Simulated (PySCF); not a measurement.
## Geometry relaxation, with input and output: C2H7NSi

System: C2H7NSi, SMILES C=N[SiH2]C.
Method: PBE0-D3(BJ)/def2-SVP geometry optimisation, gas phase (PySCF 2.14.0).

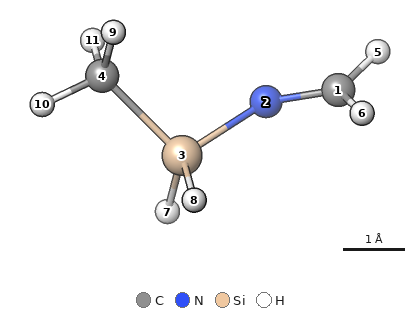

The starting structure (ball-and-stick view, seen at an oblique angle; atoms are numbered from 1 in the order of the input). Bond lengths as drawn: C–H 1.06 to 1.12 Å, C–N 1.27 Å, C–Si 1.86 Å, H–Si 1.45 to 1.47 Å and N–Si 1.74 Å.

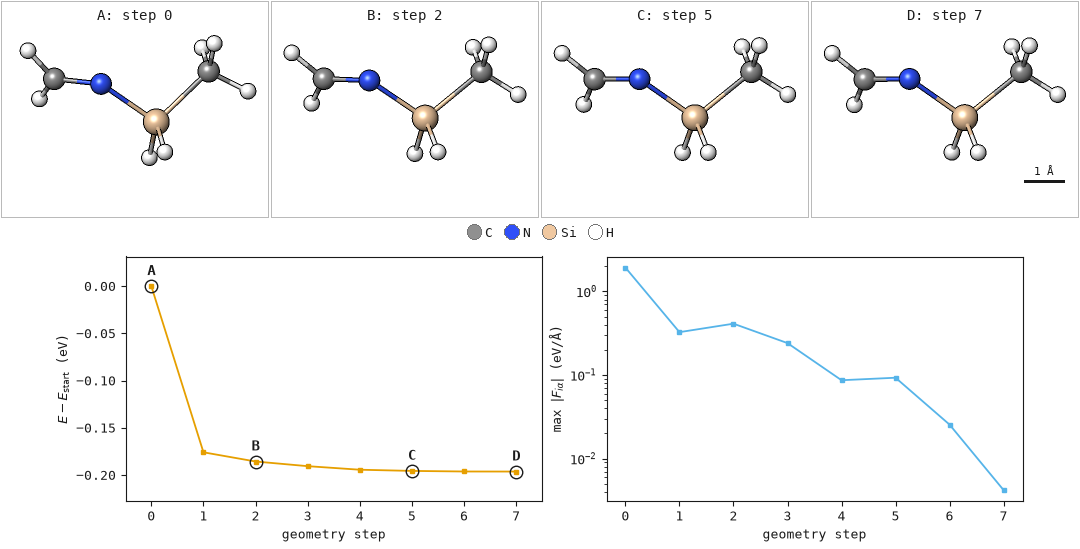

Frames of the relaxation (ball-and-stick view, seen on its broad side) above the curves, on which the letters mark them (steps are counted from 0).

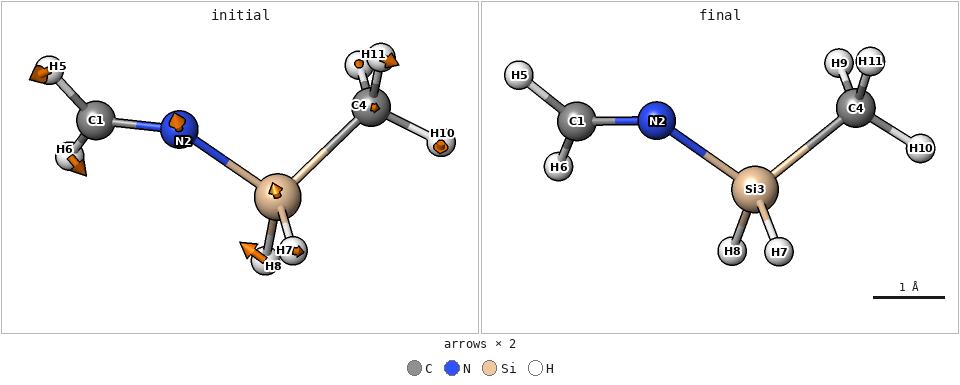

Before (left) and after (right) the relaxation, at one scale (ball-and-stick view, seen on its broad side). The orange arrows give the displacements, magnified 2 times. After 7 geometry steps the energy has fallen by 0.196 eV. The largest force component goes from 1.9 to 0.0042 eV/Å. The atom that moves furthest after the best rigid fit is H8 (0.23 Å). By element the largest moves are H 0.23 Å, N 0.17 Å, Si 0.12 Å, C 0.07 Å. Among the contacts that change: C1–H6 1.061 → 1.113 Å, Si3–H7 1.453 → 1.493 Å, Si3–H8 1.468 → 1.505 Å, N2–Si3 1.736 → 1.760 Å. Among the angles that change: C1–N2–Si3 134.8° → 125.2°, N2–Si3–H7 101.7° → 106.9°, N2–Si3–C4 103.6° → 108.5°. (Atoms are counted from 1 in the order of the input.)

The input that produced these results follows, with the program's output.

Input:
```
{"job": {"xc": "PBE0", "basis": "def2-SVP", "d3": "d3bj", "grid": 1, "shake": 0.01, "kind": "geom"}, "charge": 0, "multiplicity": 1}
C      2.207180     0.236150     0.295120
N      1.098310     0.362680    -0.317660
Si    -0.309950    -0.632720    -0.513890
C     -1.682300     0.408760     0.187740
H      2.906450     1.067430     0.230490
H      2.485890    -0.599480     0.886120
H     -0.364890    -0.782750    -1.957730
H     -0.253450    -1.943860     0.143410
H     -1.637950     0.538880     1.286440
H     -2.670860    -0.072540    -0.007010
H     -1.740300     1.391630    -0.248700
```

The first line tells a small driver script what to run in PySCF; the rest is the geometry in Å.

Command:
```bash
OMP_NUM_THREADS=1 python <driver script> task.json out
```

Output:
```
step   0  E = -424.18174298  max force = 0.037449
step   1  E = -424.18820615  max force = 0.006332
step   2  E = -424.18856488  max force = 0.007994
step   3  E = -424.18874613  max force = 0.004682
step   4  E = -424.18888430  max force = 0.001684
step   5  E = -424.18893076  max force = 0.001804
step   6  E = -424.18895330  max force = 0.000496
step   7  E = -424.18895576  max force = 0.000083
optimisation converged
```

Trajectory as extended XYZ (Å, eV, eV/Å), 8 frames, from step=0 to step=7:
```
11
Properties=species:S:1:pos:R:3:forces:R:3 step=0 energy=-11542.57315
C     2.2072    0.2361    0.2951   -1.9257   1.3261  -1.4701
N     1.0983    0.3627   -0.3177    1.2826   0.0116   0.4694
Si   -0.3100   -0.6327   -0.5139    0.2629   0.8450   0.5358
C    -1.6823    0.4088    0.1877   -1.2137  -0.9121   0.4941
H     2.9064    1.0674    0.2305    0.6184   0.3041   0.1256
H     2.4859   -0.5995    0.8861    0.5198  -1.4423   0.9362
H    -0.3649   -0.7827   -1.9577   -0.3096  -0.2425  -0.7637
H    -0.2535   -1.9439    0.1434   -0.0311  -0.6279   0.2663
H    -1.6380    0.5389    1.2864    0.2531  -0.1203  -0.2017
H    -2.6709   -0.0725   -0.0070    0.3600   0.1205   0.0434
H    -1.7403    1.3916   -0.2487    0.1832   0.7378  -0.4353
11
Properties=species:S:1:pos:R:3:forces:R:3 step=1 energy=-11542.74902
C     2.2354    0.2592    0.3079    0.0253  -0.3256   0.2796
N     1.1600    0.4548   -0.3135   -0.1410   0.0829  -0.0421
Si   -0.2724   -0.5425   -0.4926    0.0566  -0.0727  -0.0271
C    -1.7658    0.3745    0.1558   -0.0038   0.2016   0.0408
H     3.0294    1.0271    0.2986    0.0944   0.0456   0.0023
H     2.4823   -0.6556    0.9147   -0.1375   0.2350  -0.2411
H    -0.4165   -0.7643   -1.9612    0.0071  -0.0557  -0.0123
H    -0.1646   -1.8758    0.1989    0.0443   0.0110  -0.0101
H    -1.7028    0.5218    1.2441    0.0353   0.0263   0.0301
H    -2.6872   -0.1900   -0.0471   -0.0188  -0.0741  -0.0532
H    -1.8600    1.3644   -0.3213    0.0382  -0.0743   0.0331
11
Properties=species:S:1:pos:R:3:forces:R:3 step=2 energy=-11542.75878
C     2.2126    0.2680    0.3104    0.0736  -0.4111   0.1078
N     1.1446    0.4794   -0.3188    0.0220   0.3103  -0.0600
Si   -0.2684   -0.5394   -0.4968   -0.0066  -0.0467  -0.0149
C    -1.7589    0.3791    0.1582   -0.0452   0.0226   0.0296
H     3.0368    1.0072    0.3401   -0.0991   0.0992  -0.0536
H     2.4303   -0.6749    0.8659   -0.0070   0.0614   0.0081
H    -0.4114   -0.7862   -1.9626   -0.0092  -0.0259   0.0063
H    -0.1296   -1.8620    0.2081    0.0284   0.0003  -0.0005
H    -1.6828    0.5414    1.2446    0.0203  -0.0016  -0.0142
H    -2.6764   -0.1991   -0.0347    0.0052   0.0024  -0.0027
H    -1.8590    1.3602   -0.3303    0.0175  -0.0110  -0.0060
11
Properties=species:S:1:pos:R:3:forces:R:3 step=3 energy=-11542.76372
C     2.1905    0.2485    0.3162    0.1443   0.2408  -0.1148
N     1.1358    0.4976   -0.3229   -0.0171   0.1241  -0.0523
Si   -0.2637   -0.5360   -0.5053   -0.0894  -0.0679  -0.0001
C    -1.7480    0.3869    0.1604   -0.0601  -0.1402   0.0035
H     2.9959    1.0102    0.3636    0.0045  -0.1147   0.0656
H     2.3992   -0.7016    0.8450    0.0332  -0.1333   0.1122
H    -0.4100   -0.8054   -1.9675   -0.0240   0.0081   0.0143
H    -0.0941   -1.8495    0.2091   -0.0021  -0.0111   0.0066
H    -1.6535    0.5617    1.2439    0.0009  -0.0206  -0.0367
H    -2.6648   -0.1990   -0.0200    0.0177   0.0671   0.0391
H    -1.8494    1.3603   -0.3383   -0.0079   0.0478  -0.0373
11
Properties=species:S:1:pos:R:3:forces:R:3 step=4 energy=-11542.76748
C     2.1956    0.2493    0.3084   -0.0486   0.0789   0.0374
N     1.1410    0.5065   -0.3314    0.0714   0.0866  -0.0423
Si   -0.2624   -0.5312   -0.5075   -0.0442  -0.0450   0.0111
C    -1.7511    0.3839    0.1597   -0.0093  -0.0609  -0.0157
H     3.0126    0.9950    0.3716   -0.0021  -0.0368  -0.0239
H     2.3828   -0.6989    0.8552    0.0369  -0.0771   0.0239
H    -0.4186   -0.8041   -1.9675   -0.0051   0.0090   0.0037
H    -0.0853   -1.8435    0.2085    0.0055   0.0023   0.0045
H    -1.6510    0.5613    1.2413   -0.0003  -0.0009  -0.0020
H    -2.6684   -0.2014   -0.0121    0.0011   0.0250   0.0152
H    -1.8574    1.3566   -0.3420   -0.0052   0.0188  -0.0120
11
Properties=species:S:1:pos:R:3:forces:R:3 step=5 energy=-11542.76874
C     2.1944    0.2499    0.3134   -0.0408  -0.0928  -0.0490
N     1.1448    0.5209   -0.3311    0.0404   0.0265   0.0119
Si   -0.2599   -0.5233   -0.5060   -0.0136  -0.0151   0.0255
C    -1.7565    0.3813    0.1577    0.0246   0.0125  -0.0201
H     3.0296    0.9738    0.3659   -0.0063   0.0354   0.0125
H     2.3732   -0.7076    0.8537   -0.0104   0.0234   0.0039
H    -0.4192   -0.7991   -1.9647    0.0108   0.0078  -0.0063
H    -0.0727   -1.8330    0.2126    0.0087   0.0095   0.0006
H    -1.6546    0.5630    1.2380   -0.0011   0.0126   0.0167
H    -2.6730   -0.2050   -0.0078   -0.0112  -0.0117  -0.0050
H    -1.8682    1.3529   -0.3475   -0.0011  -0.0081   0.0093
11
Properties=species:S:1:pos:R:3:forces:R:3 step=6 energy=-11542.76935
C     2.1909    0.2447    0.3099   -0.0188  -0.0255   0.0026
N     1.1451    0.5266   -0.3356    0.0113   0.0059   0.0006
Si   -0.2585   -0.5209   -0.5067   -0.0101  -0.0083   0.0041
C    -1.7552    0.3827    0.1580    0.0165   0.0023  -0.0069
H     3.0259    0.9681    0.3762    0.0043   0.0095  -0.0042
H     2.3610   -0.7155    0.8472    0.0013   0.0055  -0.0011
H    -0.4182   -0.8010   -1.9645    0.0023   0.0063  -0.0043
H    -0.0617   -1.8269    0.2156    0.0020   0.0053   0.0025
H    -1.6500    0.5699    1.2374   -0.0034   0.0064   0.0039
H    -2.6714   -0.2060   -0.0024   -0.0029  -0.0050  -0.0011
H    -1.8699    1.3518   -0.3508   -0.0024  -0.0025   0.0039
11
Properties=species:S:1:pos:R:3:forces:R:3 step=7 energy=-11542.76942
C     2.1903    0.2422    0.3096   -0.0018   0.0001   0.0035
N     1.1457    0.5270   -0.3363    0.0026  -0.0024  -0.0023
Si   -0.2586   -0.5199   -0.5068   -0.0033  -0.0023   0.0003
C    -1.7548    0.3836    0.1581    0.0042  -0.0001   0.0003
H     3.0268    0.9643    0.3752    0.0015  -0.0008  -0.0002
H     2.3579   -0.7176    0.8482    0.0006   0.0000  -0.0019
H    -0.4181   -0.7994   -1.9650   -0.0001   0.0033   0.0000
H    -0.0601   -1.8250    0.2163   -0.0008   0.0008   0.0014
H    -1.6498    0.5724    1.2374   -0.0014   0.0021  -0.0011
H    -2.6707   -0.2062   -0.0014    0.0005  -0.0008   0.0005
H    -1.8708    1.3521   -0.3512   -0.0020   0.0000  -0.0004
```

Summary:

```csv
quantity,value
outcome,converged
total energy,−424.188956 hartree
dipole moment,1.13 D
point group,C1
hardware,"1 CPU thread, shared host"
wall time,21 s
peak memory,0.39 GiB
```
